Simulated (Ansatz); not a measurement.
```xyz
4

F     1.3764   -0.9895    0.6619
F    -0.3502   -0.5114   -2.0637
F    -0.3090    0.6967    0.0737
P     0.4072   -0.5637   -0.6010
```

Geometry: r2SCAN-D4/def2-SVP.

These are results of Ansatz, isolated molecule in a Gaussian basis; Kohn-Sham density functional theory, functional PBE0, not measurements.

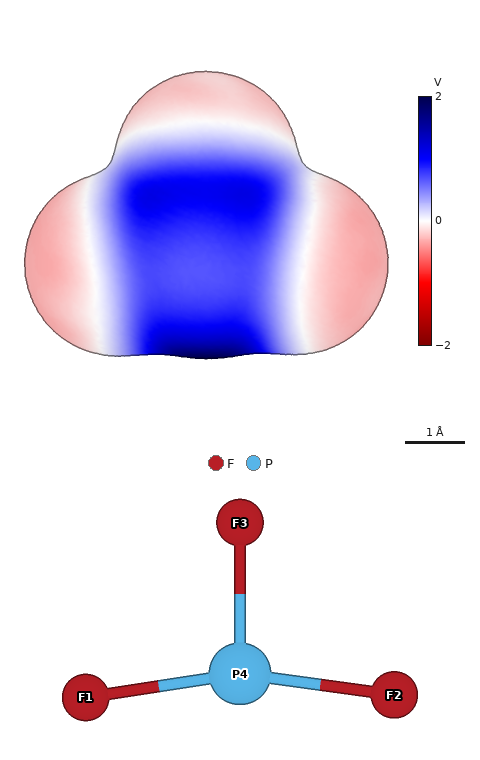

PF3 (SMILES FP(F)F) (triplet). The electrostatic potential painted on the density surface at 0.002 e/bohr³, seen across its widest extent; red is negative and blue positive. The bare structure is drawn below in the same view.

> Describe the electrostatic potential map.

The most negative region (about −0.3 V) lies over F1 and F2, the most positive (about +1.9 V) over P4.

> How polar is the molecule by this calculation?

Its dipole moment is 0.59 D.
